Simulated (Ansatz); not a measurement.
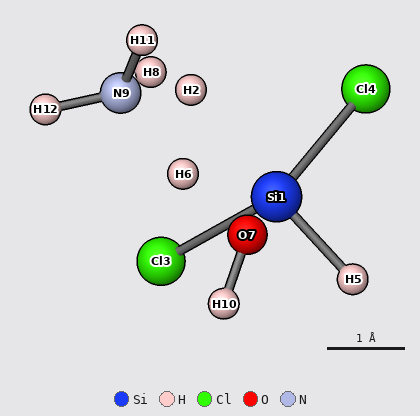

**Figure 1.** The structure as given in the input (ball-and-stick view, seen at a tilt; atoms are numbered from 1 in the order of the input).

# SiNH₇Cl₂O: molecular dynamics

System: SiNH₇Cl₂O.
Method: UKS BHLYP-D4/STO-3G (Ansatz 0.2.0).

One setting was made poor on purpose. It belongs to a series of runs on one base structure; here: an input spoilt on purpose.

**Input**
```yaml
crystal:
  periodic: [false, false, false]
  atoms:
    - { symbol: Si, position_ang: [-0.8628, 1.3153, 0.4284] }
    - { symbol: H, position_ang: [-0.8799, -0.5516, 0.5735] }
    - { symbol: Cl, position_ang: [-2.128, 1.2515, -1.1649] }
    - { symbol: Cl, position_ang: [-1.6937, 1.3947, 2.3038] }
    - { symbol: H, position_ang: [-0.3572, 2.6924, 0.3773] }
    - { symbol: H, position_ang: [1.1419, -0.472, -0.3956] }
    - { symbol: O, position_ang: [0.9928, 0.7959, -0.3175] }
    - { symbol: H, position_ang: [-0.3011, -1.3048, 0.3107] }
    - { symbol: "N", position_ang: [0.8309, -1.7638, -0.2417] }
    - { symbol: H, position_ang: [1.1498, 1.1912, -1.1738] }
    - { symbol: H, position_ang: [1.4238, -2.2702, 0.3955] }
    - { symbol: H, position_ang: [0.6835, -2.2787, -1.0957] }
magnetization:
  spin_polarized: true
basis:
  gaussian: { orbitals: STO-3G }
hamiltonian:
  xc: { name: BHLYP }
  dispersion: d4
md:
  timestep: 0.5
  n_steps: 25
  ensemble: nvt_langevin
  initial_velocities: maxwell_boltzmann
  seed: 965549
```

Hardware: 1 thread of Intel Xeon @ 3.00GHz (Skylake/Cascade Lake), 16 GiB of memory available, shared host.

Launched with:
```bash
ansatz run input.yaml --threads 1 --pin off --max-ram 2048MiB --backend cpu --events-out ev --progress --plain --runs-dir out
```

**Log**
```
Error: invalid value for `md.temperature`: is required — the nvt_* ensembles, npt_langevin and the maxwell_boltzmann velocity draw need a target temperature in K
```

**Outcome**

- outcome: refused by the program

The program refused the input: “invalid value for `md.temperature`: is required — the nvt_* ensembles, npt_langevin and the maxwell_boltzmann velocity draw need a target temperature in K” A deliberately poor setting: bad input.
